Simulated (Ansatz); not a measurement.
# CAM-B3LYP/STO-3G run of SiHF (SMILES F[SiH])

What is the energy change on altering one bond length of SiHF at CAM-B3LYP/STO-3G? 

Program for the calculation: Ansatz 0.2.0.

61 further runs of the same task are left out: 7 that didn't finish, 54 set aside as unsound or not needed.

**1. The molecule**

SiHF: 3 atoms, total charge 0, spin state singlet. SMILES: `F[SiH]`. The coordinates come from a PBE0-D4/def2-TZVP relaxation.

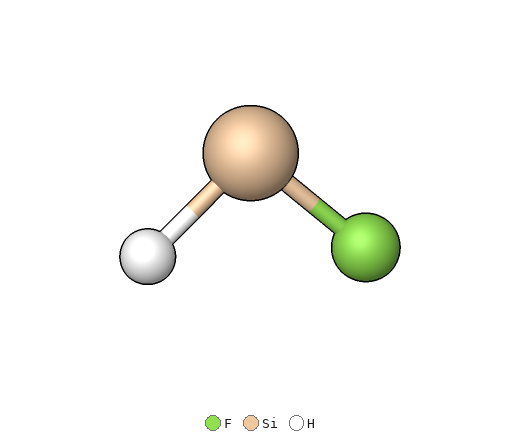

Viewed from a chosen angle; fluorine green, silicon light orange, hydrogen white.

**2. A single-point energy at CAM-B3LYP/STO-3G**

Input file job.yaml:

```yaml
crystal:
  periodic: [false, false, false]
  atoms:
    - {symbol: F, position_ang: [-1.090200, 0.024400, -0.602300]}
    - {symbol: Si, position_ang: [0.186800, 0.629400, 0.173800]}
    - {symbol: H, position_ang: [0.892400, -0.718600, 0.415300]}
basis:
  gaussian:
    orbitals: STO-3G
hamiltonian:
  xc: {name: CAM-B3LYP}
accuracy: high
```

The run is started by

```console
ansatz run job.yaml --threads 1 --pin off --max-ram 2610MiB --events-out events.jsonl --progress --plain --runs-dir runs
```

Log:

```text
Warning: RAYON_NUM_THREADS=1 ignored (pool sized by the plan → 1); use --threads N
Functional definition: CAM-B3LYP
  name "CAM-B3LYP"
  parameter alpha = 0.19
  parameter beta = 0.46
  parameter omega = 0.33/bohr
  parameter ac = 0.81
  exchange = (1 - alpha - beta)*b88_x + beta*b88_x_sr(omega) + alpha*exact_x + beta*exact_x_lr(omega)
  correlation = (1 - ac)*vwn5_c + ac*lyp_c
246 factors; integrals over basis functions are off by at most 3.3e-8 eV
112 factors; integrals over basis functions are off by at most 7.6e-10 eV
mean field evaluation 1: about -10475.3451 eV, gradient 1.7e1 eV
mean field evaluation 2: about -10474.7911 eV, gradient 2.5e1 eV
mean field evaluation 4: about -10476.6741 eV, gradient 3.3e-1 eV
mean field evaluation 8: about -10476.6651 eV, gradient 1.3e-3 eV
mean field evaluation 16: about -10476.6651 eV, gradient 2.0e-8 eV
mean field -10476.66513346 eV, -385.0103423161 hartree, gradient 2.0e-8 eV, S^2 0.000000; 0 other end points of the search recorded, 0 dependent functions left out
reference -10476.66514372 eV, -385.0103426932 hartree; 12, 12 occupied and 3, 3 virtual orbitals, 246 factors
Total energy: -10476.66514372 eV, -385.0103426932 hartree
```

It took 0.46 s on 1 thread of AMD EPYC 9R14 (Zen 4), shared host.

**3. The distorted shape**

Input file molecule.yaml:

```yaml
crystal:
  periodic: [false, false, false]
  atoms:
    - symbol: F
      position_ang: [-1.409442, -0.126846, -0.796320]
    - symbol: Si
      position_ang: [0.186800, 0.629400, 0.173800]
    - symbol: H
      position_ang: [0.892400, -0.718600, 0.415300]
basis:
  gaussian: {orbitals: STO-3G}
hamiltonian: {xc: {name: CAM-B3LYP}}
accuracy: high
```

The run is started by

```console
ansatz run molecule.yaml --threads 1 --pin off --max-ram 2610MiB --events-out events.jsonl --progress --plain --runs-dir runs
```

Log (excerpt; [...] marks lines left out):

```text
Warning: RAYON_NUM_THREADS=1 ignored (pool sized by the plan → 1); use --threads N
[... 8 set-up lines as earlier in the session ...]
242 factors; integrals over basis functions are off by at most 3.3e-8 eV
113 factors; integrals over basis functions are off by at most 4.3e-10 eV
mean field evaluation 1: about -10471.3494 eV, gradient 2.4e1 eV
mean field evaluation 2: about -10420.5333 eV, gradient 1.2e2 eV
mean field evaluation 4: about -10474.9629 eV, gradient 1.6e0 eV
mean field evaluation 8: about -10474.9527 eV, gradient 8.7e-2 eV
mean field evaluation 16: about -10474.9527 eV, gradient 1.9e-7 eV
mean field -10474.95269163 eV, -384.9474112394 hartree, gradient 3.8e-8 eV, S^2 0.000000; 0 other end points of the search recorded, 0 dependent functions left out
reference -10474.95270199 eV, -384.9474116200 hartree; 12, 12 occupied and 3, 3 virtual orbitals, 242 factors
Total energy: -10474.95270199 eV, -384.9474116200 hartree
```

Wall time 0.42 s (1 thread of AMD EPYC 9R14 (Zen 4), shared host).

**4. Outcome**

At CAM-B3LYP/STO-3G:

```
                                                          quantity          value
                                         first shape: total energy  -385.01034 Eh
                                     distorted shape: total energy  -384.94741 Eh
energy change with the F1–Si2 bond stretched from 1.612 to 2.015 Å       1.712 eV
```

What this shows: With the F1–Si2 bond stretched from 1.612 to 2.015 Å the energy rises by 1.71 eV (39 kcal/mol). The first shape isn't relaxed at this level, so the change isn't measured from a minimum. The minimal basis adds a large error of its own.
